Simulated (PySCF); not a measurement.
Be(F)(I), SMILES [F][Be][I] (BeFI), singlet at its PBE0/def2-SVP optimised geometry (Å):

```
3

Be    -0.3877     0.0067     0.0000
F     -1.7769    -0.0067    -0.0023
I      1.7769     0.0067     0.0000
```

Level of theory: PBE0/def2-TZVP, def2 effective core potentials past Kr (PySCF). The core electrons that the potentials of I replace are not part of the density.

Map of the electrostatic potential (hartree/e), clipped to [-0.08, 0.12] on the plane z = 1.2 Å:

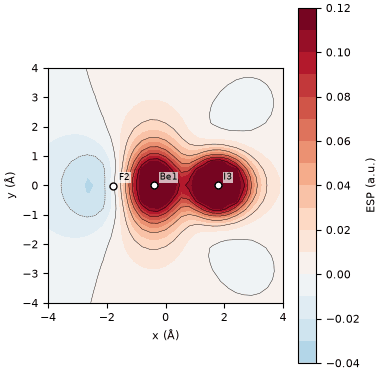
Figure. Electrostatic potential (hartree/e), clipped to [-0.08, 0.12] on the plane z = 1.2 Å.
